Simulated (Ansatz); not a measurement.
# How far to go with the k-point mesh at a smearing width of 0.02 eV: InBi (P4mm, 4 atoms in the cell)

```
InBi
1.0
    4.92555     0.00000     0.00000
    0.00000     4.92555     0.00000
    0.00000     0.00000     5.23795
In Bi
2 2
Cartesian
  2.46278   2.46278   0.00000
  0.00000   0.00000   0.00000
  2.46278   0.00000   1.93571
  0.00000   2.46278   3.35223
```

Method: LDA (PW92), default PAW files made with PBE (plane waves; Ansatz, a first-principles code).

Base settings: basis.ecutwfc = 30.9 Ry; kpoints.mp_grid.grid = 7 7 6; hamiltonian.xc = lda; hamiltonian.pseudopotentials = {kind: paw} (the program's default PAW files); scf.occupations.method = gaussian; scf.occupations.width = 0.0073 Ry.

In this ladder: scf.occupations.width = 0.0015 Ry.

Only quantities that move along the ladder and can be compared are tabulated.

The count of work is k-points × plane waves × bands × iterations; it is no time. Core times come from one kind of shared machine, to one figure; runs under 30 s give none.

The starting cell comes from a database of computed structures (which also holds hypothetical and non-ambient phases and stackings), without a prior relaxation at this level. Its lattice was rescaled by up to half a per cent. One atom was moved a little off its site on purpose. In the base run, with a pressure of about -4 GPa the cell is away from its equilibrium volume at this level. Ansatz's pressure includes its estimate of the finite-basis (Pulay) stress.

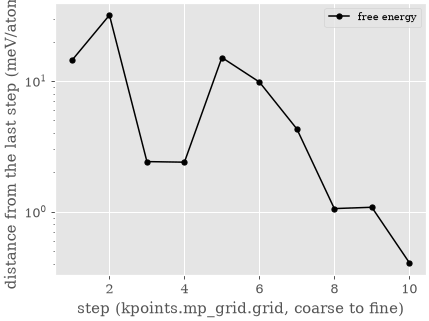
Fig. 1. Distance from the last step along the ladder; very small values are drawn at a floor.

| kpoints.mp_grid.grid | free energy less the last step's (meV/atom) | pressure (GPa) | largest difference of a force vector from the last step's (eV/Å) | count of work / last | core time / last (rough) |
|---|---|---|---|---|---|
| 3 3 2 | -14.38 | -4.19 | 0.727 | 0.014 | – |
| 3 3 3 | 31.84 | -3.27 | 0.150 | 0.014 | – |
| 4 4 3 | 2.41 | -3.56 | 0.117 | 0.029 | – |
| 4 4 4 | -2.39 | -3.47 | 0.063 | 0.050 | – |
| 5 5 5 | -15.09 | -3.45 | 0.043 | 0.043 | – |
| 6 6 6 | -9.81 | -3.56 | 0.039 | 0.095 | – |
| 7 7 7 | -4.29 | -3.51 | 0.029 | 0.095 | – |
| 9 9 9 | -1.06 | -3.46 | 0.017 | 0.18 | – |
| 11 11 10 | -1.08 | -3.52 | 0.009 | 0.35 | 0.4 |
| 13 13 12 | -0.41 | -3.48 | 0.005 | 0.47 | 0.5 |
| 16 16 15 | 0.00 | -3.52 | 0.000 | 1.0 | 1 |

Coarsest kpoints.mp_grid.grid that holds the free energy within 5 meV/atom of the last step, with all finer ones: 7 7 7, at 0.095 of the last step's count of work; the step before is off by 9.8 meV/atom.

Coarsest kpoints.mp_grid.grid that holds the pressure within 0.2 GPa of the last step, with all finer ones: 4 4 3, at 0.029 of the last step's count of work; the step before is off by 0.25 GPa.

Keys are those of Ansatz 0.2.
